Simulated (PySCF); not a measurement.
**C$_{3}$H$_{6}$Cl (SMILES [CH2]CCCl) (doublet): density, localisation and related maps**

Input file:

```
{"job": {"kind": "epr", "basis": "pcH-1"}, "charge": 0, "multiplicity": 2}
C     -1.364198     0.496715     0.033638
C     -0.272084    -0.451036    -0.244983
C      1.074544     0.096743     0.219430
Cl     2.389650    -1.046885    -0.165567
H     -1.199041     1.552929    -0.045928
H     -2.350704     0.143531     0.254926
H     -0.469901    -1.412705     0.235206
H     -0.198609    -0.651170    -1.326713
H      1.312510     1.034529    -0.281800
H      1.086716     0.242003     1.299264
```

Command:

```sh
OMP_NUM_THREADS=1 python probes_run.py task.json out
```

Geometry: GFN2-xTB.

All numbers below come from UKS B3LYP, pcH-1 on C Cl H, non-relativistic, mean-field spin-orbit, GIAO in PySCF 2.14.0, density-fitted response routines.

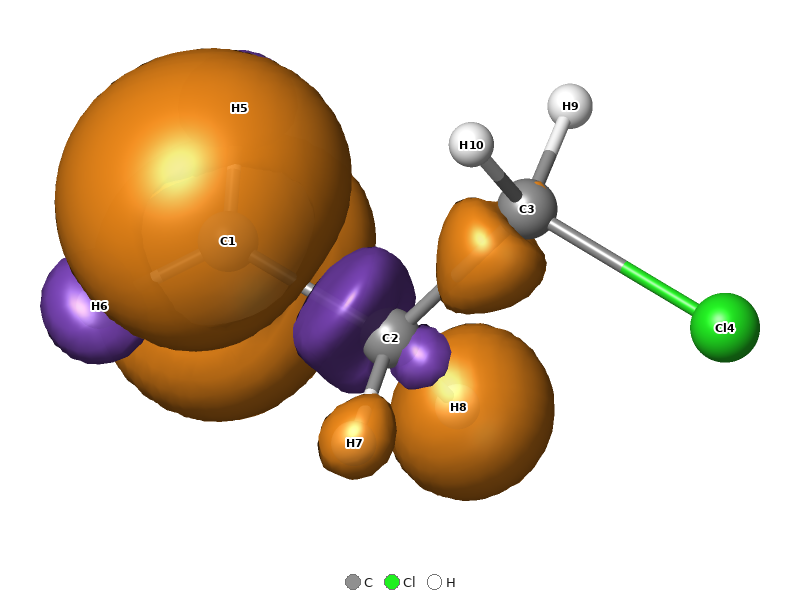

Figure 1. Isosurfaces of the spin density (α minus β) at +0.015 (orange) and −0.015 e/Å³ (purple), seen at a tilt.

> Where is the unpaired spin?

The unpaired spin (1 electron) lies mostly on C1 (about 0.7), in electrons by Hirshfeld's partition.

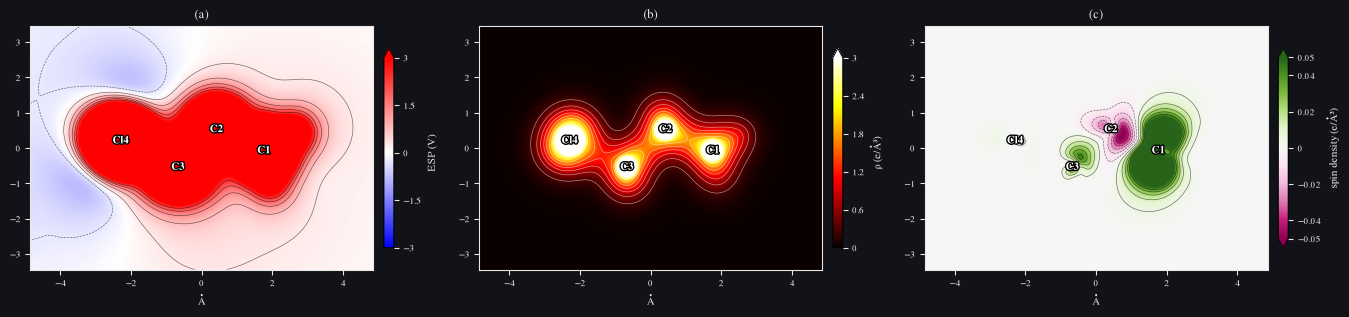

Figure 2. (a) electrostatic potential; (b) electron density; (c) spin density on the plane of atoms C2, C3 and Cl4.

> Interpret the plot.

Atoms in the plane: C and Cl. C–C (1.47 Å): the density is about 1.8 e/Å³ at the midpoint. C–Cl (1.78 Å): ρ is about 1.3 e/Å³ halfway. C–C (1.53 Å): ρ is about 1.7 e/Å³ halfway.

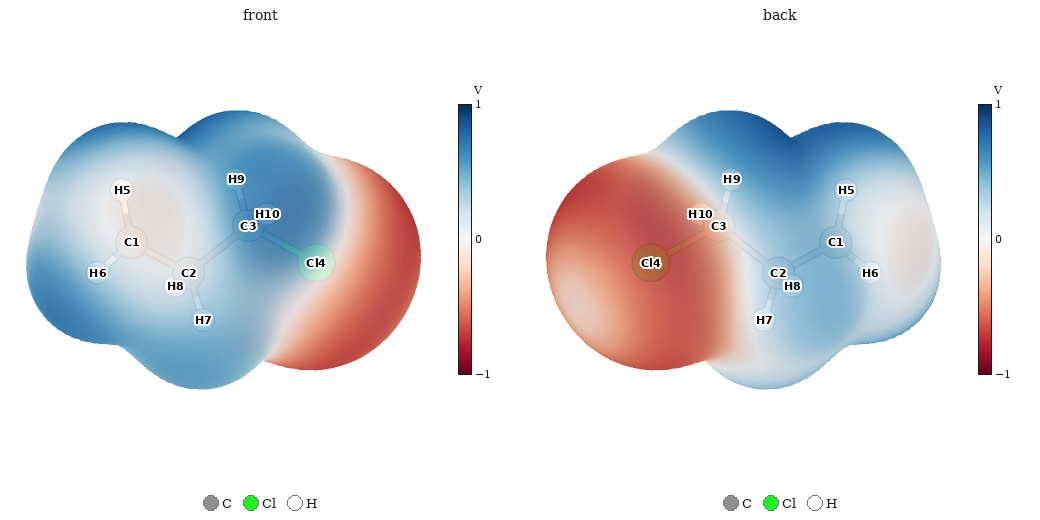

Figure 3. The electrostatic potential painted on the density surface at 0.001 e/bohr³, seen from the front and from behind; the colour scale runs from red (negative) to blue (positive).

> Where is the surface potential most negative and most positive?

The most negative region (about −0.7 V, or −16 kcal/mol for a unit charge) lies over Cl4, the most positive (about +0.8 V, or +18 kcal/mol for a unit charge) over H5 and H9.
